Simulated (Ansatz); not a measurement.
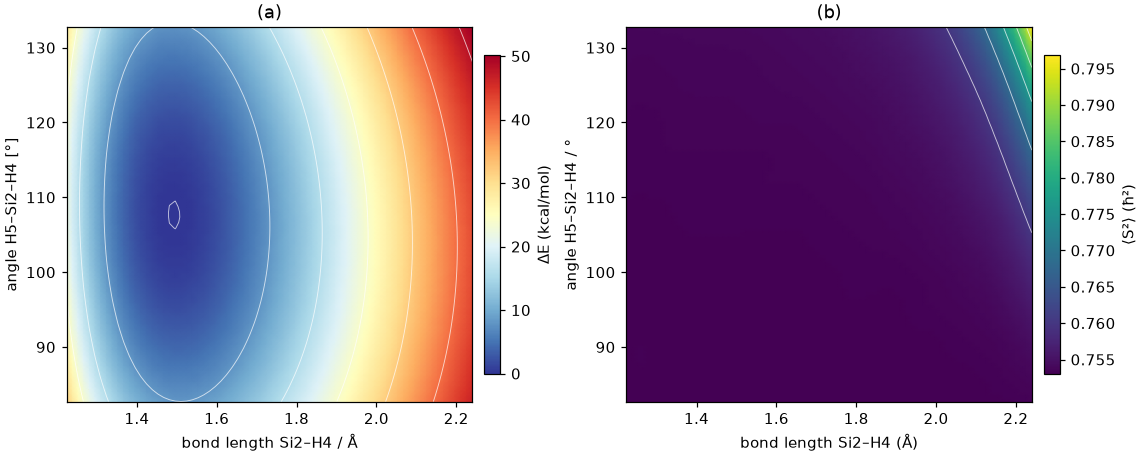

AlH4Si, SMILES [AlH][SiH3], spin multiplicity 2. Coordinates scanned: (1) bond length Si2–H4; (2) angle H5–Si2–H4. Nothing is relaxed (all other coordinates rigid). The grid has 13 × 13 points. Points are written as (first, second). Energies are in kcal/mol, from the lowest grid point. Computed with Ansatz, UKS PBE0-D4/def2-TZVP.

Panel (a) is the energy; panel (b) is the computed ⟨S²⟩, in ħ².

The picture shows a smooth colour map with a few white contour lines. Between grid points the surface is interpolated.

> How does the ⟨S²⟩ vary over the map, and what is it at the lowest grid point?

Leaving out the highest fifth of the energies, it runs from 0.75 ħ² at (1.394 Å, 86.8°) to 0.76 ħ² at (1.986 Å, 128.5°). At the lowest grid point, (1.478 Å, 107.7°), it is 0.75 ħ².

| angle H5–Si2–H4 ↓, bond length Si2–H4 → | 1.224 | 1.309 | 1.394 | 1.478 | 1.563 | 1.648 | 1.732 | 1.817 | 1.901 | 1.986 | 2.071 | 2.155 | 2.240 |
| --- | --- | --- | --- | --- | --- | --- | --- | --- | --- | --- | --- | --- | --- |
| 132.7 | 0.75 | 0.75 | 0.75 | 0.75 | 0.75 | 0.75 | 0.75 | 0.76 | 0.76 | 0.76 | 0.76 | 0.77 | 0.80 |
| 128.5 | 0.75 | 0.75 | 0.75 | 0.75 | 0.75 | 0.75 | 0.75 | 0.75 | 0.76 | 0.76 | 0.76 | 0.77 | 0.79 |
| 124.3 | 0.75 | 0.75 | 0.75 | 0.75 | 0.75 | 0.75 | 0.75 | 0.75 | 0.75 | 0.76 | 0.76 | 0.76 | 0.78 |
| 120.2 | 0.75 | 0.75 | 0.75 | 0.75 | 0.75 | 0.75 | 0.75 | 0.75 | 0.75 | 0.76 | 0.76 | 0.76 | 0.77 |
| 116.0 | 0.75 | 0.75 | 0.75 | 0.75 | 0.75 | 0.75 | 0.75 | 0.75 | 0.75 | 0.75 | 0.76 | 0.76 | 0.77 |
| 111.8 | 0.75 | 0.75 | 0.75 | 0.75 | 0.75 | 0.75 | 0.75 | 0.75 | 0.75 | 0.75 | 0.76 | 0.76 | 0.76 |
| 107.7 | 0.75 | 0.75 | 0.75 | 0.75 | 0.75 | 0.75 | 0.75 | 0.75 | 0.75 | 0.75 | 0.75 | 0.76 | 0.76 |
| 103.5 | 0.75 | 0.75 | 0.75 | 0.75 | 0.75 | 0.75 | 0.75 | 0.75 | 0.75 | 0.75 | 0.75 | 0.76 | 0.76 |
| 99.3 | 0.75 | 0.75 | 0.75 | 0.75 | 0.75 | 0.75 | 0.75 | 0.75 | 0.75 | 0.75 | 0.75 | 0.75 | 0.76 |
| 95.2 | 0.75 | 0.75 | 0.75 | 0.75 | 0.75 | 0.75 | 0.75 | 0.75 | 0.75 | 0.75 | 0.75 | 0.75 | 0.76 |
| 91.0 | 0.75 | 0.75 | 0.75 | 0.75 | 0.75 | 0.75 | 0.75 | 0.75 | 0.75 | 0.75 | 0.75 | 0.75 | 0.75 |
| 86.8 | 0.75 | 0.75 | 0.75 | 0.75 | 0.75 | 0.75 | 0.75 | 0.75 | 0.75 | 0.75 | 0.75 | 0.75 | 0.75 |
| 82.7 | 0.75 | 0.75 | 0.75 | 0.75 | 0.75 | 0.75 | 0.75 | 0.75 | 0.75 | 0.75 | 0.75 | 0.75 | 0.75 |
